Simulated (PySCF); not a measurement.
```xyz
14

C    -2.7879   -0.0447    0.3547
B    -1.6788    1.0937    0.4892
O    -0.4919    0.9551   -0.0360
B     0.7008    0.7311   -0.5409
O     1.6297    0.1307    0.2443
C     2.9436   -0.1372   -0.1666
H    -2.4835   -0.8548   -0.3025
H    -3.0035   -0.4746    1.3311
H    -3.7268    0.3590   -0.0172
H    -1.9300    2.0986    1.0634
H     0.9441    1.0646   -1.6545
H     3.1319    0.2131   -1.1854
H     3.1164   -1.2158   -0.1200
H     3.6351    0.3608    0.5180
```

Geometry: GFN2-xTB.

Theory: PBE0/pcSseg-1, SCF density, gas phase, non-relativistic (PySCF 2.14.0).

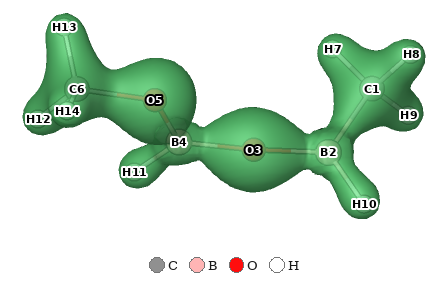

C$_{2}$H$_{8}$B$_{2}$O$_{2}$ (SMILES CBOBOC). Isosurface of the total electron density at 1 e/Å³ (green), seen at a tilt.

What does this surface tell about the bonding?

At this value the surface is in one piece. It bridges the sampled B–O (1.31 Å), C–O (1.40 Å), C–B (1.60 Å) and C–H (1.09 Å) contacts, where the density stays above the isovalue. On the grid the lowest density along these lines, outside the cores, is 1.7 e/Å³ (B–O, 1.31 Å), 1.8 e/Å³ (C–O, 1.40 Å), 1.2 e/Å³ (C–B, 1.60 Å) and 1.8 e/Å³ (C–H, 1.09 Å).
